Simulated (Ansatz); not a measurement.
**C₃H₉GaO₂: how energies converge with the basis set**

Aim: see how fast density functionals converge with the basis set for C₃H₉GaO₂.

Method: one geometry, several basis sets; program: Ansatz 0.2.0, Gaussian basis.

Plan: PBE0-D4/def2-SVP; ωB97M-V/def2-SVP; PBE0-D4/def2-QZVPP; ωB97M-V/def2-QZVPP; the functionals' def2-TZVPP values are taken from earlier runs.

### Step 1. The geometry

The geometry comes from an earlier relaxation with PBE0-D4 in a triple-zeta def2 set; it is a stationary point, not always the lowest conformer.

15 atoms, charge 0, spin multiplicity 1.

Atoms are counted from 1 here; the program's logs count them from 0.

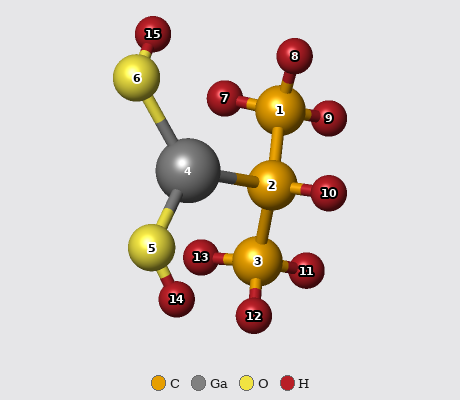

The geometry (carbon amber, gallium grey, oxygen yellow, hydrogen red); atoms are numbered from 1 in the order of the file.

### Step 2. PBE0-D4 in def2-SVP

The input, in.yaml:

```yaml
crystal:
  periodic: [false, false, false]
  atoms:
    - {symbol: C, position_ang: [-0.979897, 0.817413, 1.076909]}
    - {symbol: C, position_ang: [0.190033, 0.545067, 0.138910]}
    - {symbol: C, position_ang: [-0.074745, 1.081103, -1.264958]}
    - {symbol: Ga, position_ang: [0.671808, -1.375364, 0.106847]}
    - {symbol: O, position_ang: [1.847058, -2.134774, -1.003178]}
    - {symbol: O, position_ang: [-0.018821, -2.618546, 1.188123]}
    - {symbol: H, position_ang: [-1.890674, 0.310460, 0.743848]}
    - {symbol: H, position_ang: [-0.775617, 0.491012, 2.100105]}
    - {symbol: H, position_ang: [-1.206419, 1.889070, 1.116224]}
    - {symbol: H, position_ang: [1.078030, 1.052454, 0.536181]}
    - {symbol: H, position_ang: [-0.277932, 2.157765, -1.236485]}
    - {symbol: H, position_ang: [0.773476, 0.927145, -1.936993]}
    - {symbol: H, position_ang: [-0.946034, 0.603375, -1.722823]}
    - {symbol: H, position_ang: [2.256262, -1.522633, -1.616951]}
    - {symbol: H, position_ang: [-0.668429, -2.274245, 1.803542]}
basis:
  gaussian: {orbitals: def2-SVP}
hamiltonian: {xc: pbe0, dispersion: d4}
output: {orbitals: {seedname: orbitals}}
```

Started as:

```bash
ansatz run in.yaml --threads 4 --pin off --events-out ev --progress --plain --max-ram 11315MiB
```

Log:

```text
Functional definition: PBE0
  name "PBE0"
  cite "Adamo & Barone, J. Chem. Phys. 110, 6158 (1999) doi:10.1063/1.478522"
  cite "Perdew, Burke & Ernzerhof, Phys. Rev. Lett. 77, 3865 (1996) doi:10.1103/PhysRevLett.77.3865"
  parent pbe
  parameter a = 0.25
  parameter kappa = 0.804
  parameter beta = 0.06672455060314922
  exchange = (1 - a)*pbe_x(kappa = kappa, mu = beta*pi^2/3) + a*exact_x
  correlation = pbe_c(beta = beta)
1671 factors; their error is unknown
mean field evaluation 1: about -59688.7165 eV, gradient 8.8e1 eV
mean field evaluation 2: about -59666.5901 eV, gradient 1.4e2 eV
mean field evaluation 4: about -59703.9073 eV, gradient 6.0e0 eV
mean field evaluation 8: about -59704.1593 eV, gradient 2.5e-1 eV
mean field evaluation 16: about -59704.1595 eV, gradient 4.9e-5 eV
mean field -59704.15946111 eV, -2194.0873912629 hartree, gradient 4.9e-5 eV, S^2 0.000000; 0 other end points of the search recorded, 0 dependent functions left out
reference -59704.15949297 eV, -2194.0873924337 hartree; 37, 37 occupied and 110, 110 virtual orbitals, 1671 factors
Total energy: -59704.43189366 eV, -2194.0974029746 hartree
```

Wall time 2.6 s (4 threads of Arm Neoverse V2, shared host); peak memory 0.46 GiB.

### Step 3. ωB97M-V in def2-SVP

in.yaml: that of step 2 with these lines changed.

```diff
@@ -20,3 +20,3 @@
   gaussian: {orbitals: def2-SVP}
-hamiltonian: {xc: pbe0, dispersion: d4}
+hamiltonian: {xc: {name: wB97M-V}}
 output: {orbitals: {seedname: orbitals}}
```

Launched as before.

Log, shortened:

```text
Functional definition: wB97M-V
  name "wB97M-V"
  cite "Mardirossian & Head-Gordon, J. Chem. Phys. 144, 214110 (2016) doi:10.1063/1.4952647"
  cite "Becke, J. Chem. Phys. 107, 8554 (1997) doi:10.1063/1.475007"
  cite "Vydrov & Van Voorhis, J. Chem. Phys. 133, 244103 (2010) doi:10.1063/1.3521275"
  # Of w^i u^j: cxij and so on, Table III.
[...]
  gx(w, u) = 1 - cx + cx01*u + cx10*w
  gss(w, u) = css00 + css04*u^4 + css10*w + css20*w^2 + css43*w^4*u^3
  gos(w, u) = cos00 + cos10*w + (cos20 + cos21*u)*w^2 + (cos60 + cos61*u)*w^6
[...]
      + integral(e_c_pw_mod_opposite_spin*gos(b97_w_opposite, b97_u_opposite)) + vv10(b, c)
1664 factors; their error is unknown
395 factors; integrals over basis functions are off by at most 6.2e-6 eV
[...]
mean field -59713.17377267 eV, -2194.4186611026 hartree, gradient 1.2e-5 eV, S^2 0.000000; 0 other end points of the search recorded, 0 dependent functions left out
reference -59713.17382463 eV, -2194.4186630123 hartree; 37, 37 occupied and 110, 110 virtual orbitals, 1664 factors
Total energy: -59713.17382463 eV, -2194.4186630123 hartree
```

It took 10 s on 4 threads of Arm Neoverse V2, shared host; peak memory 0.61 GiB.

### Step 4. PBE0-D4 in def2-QZVPP

in.yaml: that of step 3 with these lines changed.

```diff
@@ -19,4 +19,4 @@
 basis:
-  gaussian: {orbitals: def2-SVP}
-hamiltonian: {xc: {name: wB97M-V}}
+  gaussian: {orbitals: "def2-QZVPP.json"}
+hamiltonian: {xc: pbe0, dispersion: d4}
 output: {orbitals: {seedname: orbitals}}
```

Same command.

Log:

```text
Functional definition: PBE0
  name "PBE0"
  cite "Adamo & Barone, J. Chem. Phys. 110, 6158 (1999) doi:10.1063/1.478522"
  cite "Perdew, Burke & Ernzerhof, Phys. Rev. Lett. 77, 3865 (1996) doi:10.1103/PhysRevLett.77.3865"
  parent pbe
  parameter a = 0.25
  parameter kappa = 0.804
  parameter beta = 0.06672455060314922
  exchange = (1 - a)*pbe_x(kappa = kappa, mu = beta*pi^2/3) + a*exact_x
  correlation = pbe_c(beta = beta)
2027 factors; their error is unknown
mean field evaluation 1: about -59700.4169 eV, gradient 1.1e2 eV
mean field evaluation 2: about -59667.3499 eV, gradient 1.7e2 eV
mean field evaluation 4: about -59720.9259 eV, gradient 9.8e0 eV
mean field evaluation 8: about -59721.1415 eV, gradient 3.2e-1 eV
mean field evaluation 16: about -59721.2907 eV, gradient 1.3e-4 eV
mean field -59721.29065591 eV, -2194.7169510601 hartree, gradient 3.6e-5 eV, S^2 0.000000; 0 other end points of the search recorded, 0 dependent functions left out
reference -59721.29070218 eV, -2194.7169527605 hartree; 37, 37 occupied and 607, 607 virtual orbitals, 2027 factors
Total energy: -59721.56310288 eV, -2194.7269633014 hartree
```

It took 25 s on 4 threads of Arm Neoverse V2, shared host; peak memory 3 GiB.

### Step 5. ωB97M-V in def2-QZVPP

in.yaml: that of step 4 with these lines changed.

```diff
@@ -20,3 +20,3 @@
   gaussian: {orbitals: "def2-QZVPP.json"}
-hamiltonian: {xc: pbe0, dispersion: d4}
+hamiltonian: {xc: {name: wB97M-V}}
 output: {orbitals: {seedname: orbitals}}
```

Launched as before.

Log, shortened:

```text
Functional definition: wB97M-V
  name "wB97M-V"
  cite "Mardirossian & Head-Gordon, J. Chem. Phys. 144, 214110 (2016) doi:10.1063/1.4952647"
  cite "Becke, J. Chem. Phys. 107, 8554 (1997) doi:10.1063/1.475007"
  cite "Vydrov & Van Voorhis, J. Chem. Phys. 133, 244103 (2010) doi:10.1063/1.3521275"
  # Of w^i u^j: cxij and so on, Table III.
[...]
  gx(w, u) = 1 - cx + cx01*u + cx10*w
  gss(w, u) = css00 + css04*u^4 + css10*w + css20*w^2 + css43*w^4*u^3
  gos(w, u) = cos00 + cos10*w + (cos20 + cos21*u)*w^2 + (cos60 + cos61*u)*w^6
[...]
      + integral(e_c_pw_mod_opposite_spin*gos(b97_w_opposite, b97_u_opposite)) + vv10(b, c)
2022 factors; their error is unknown
510 factors; integrals over basis functions are off by at most 5.9e-6 eV
[...]
mean field -59730.56780220 eV, -2195.0578798978 hartree, gradient 1.9e-5 eV, S^2 0.000000; 0 other end points of the search recorded, 0 dependent functions left out
reference -59730.56787739 eV, -2195.0578826609 hartree; 37, 37 occupied and 607, 607 virtual orbitals, 2022 factors
Total energy: -59730.56787739 eV, -2195.0578826609 hartree
```

Run time: 51 s. Hardware: 4 threads of Arm Neoverse V2, shared host; peak memory 3.7 GiB.

### Step 6. Density functionals: the series

The def2-TZVPP values come from earlier runs at the same geometry.

```
functional       basis  functions  energy (eV)  from the largest (eV)  HOMO (eV)  LUMO (eV)
   PBE0-D4    def2-SVP        147  -59704.4319                 17.131      -7.50       0.00
   PBE0-D4  def2-TZVPP        329  -59719.9282                  1.635      -7.59      -0.26
   PBE0-D4  def2-QZVPP        644  -59721.5631                  0.000      -7.63      -0.48
   ωB97M-V    def2-SVP        147  -59713.1738                 17.394      -9.70       1.71
   ωB97M-V  def2-TZVPP        329  -59728.9848                  1.583      -9.81       1.35
   ωB97M-V  def2-QZVPP        644  -59730.5679                  0.000      -9.84       0.94
```

### Step 7. Results

| quantity | value |
| --- | --- |
| PBE0-D4: double and triple zeta above quadruple | 17.13, 1.63 eV |
| ωB97M-V: double and triple zeta above quadruple | 17.39, 1.58 eV |

For PBE0-D4 the step from double to triple zeta gains 15.50 eV and the next only 1.63 eV. Total energies overstate the basis error of differences, where much of it tends to cancel. The LUMO of ωB97M-V is positive and keeps falling with the basis (1.71 to 0.94 eV): an unbound level that the basis holds in place.

For PBE0-D4 the largest set took about 10 times as long as the smallest (25 s against 2.6 s).
